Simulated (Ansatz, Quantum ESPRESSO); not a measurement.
# 2H-MoTe2, 1 layer, rectangular cell: the energy at a withheld member of a series

How the rows were computed: Quantum ESPRESSO 7.5, PBE, GBRV ultrasoft. Cell and atoms are first relaxed; each strained cell is then held, the other axis too, and the atoms relax in it. A periodic run with 15 Å of vacuum in the starting cell gives the vacuum levels, and bands follow along a path. The series steps strain along the second axis. Energies count from the lowest.

```
strain along the second axis  energy (eV)
                        -4 %       0.0992
                        -3 %       0.0546
                        -2 %       0.0238
                        -1 %       0.0060
                         0 %       0.0000
                         1 %       0.0052
                         3 %       0.0467
                         4 %       0.0816
```

**Question.** What is the energy at 2 %?

**Fit.** The rows at 1 % and 3 % give a slope of (0.0467 − (0.0052))/(3 − (1)) = 0.02075, so a straight line gives 0.0259 eV. A parabola through these and the row at 0 % gives 0.0208 eV.

What the calculation gave: 0.0210 eV. The line misses by +0.0049 and the parabola by −0.0002 eV. The parabola does better.

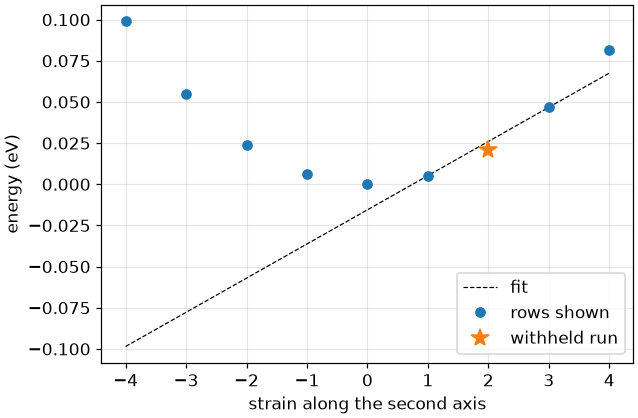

The rows shown, the fit and the withheld run.

**Limits.** Semilocal gaps are too small; the 1×1 cell can't ripple over many cells under compression as a free sheet would. No spin-orbit coupling.

[Logs are printed without paths, hosts, clocks, repeated set-up lines and the standing remarks that a program may print on its own settings, such as how far it seeks lower states.]
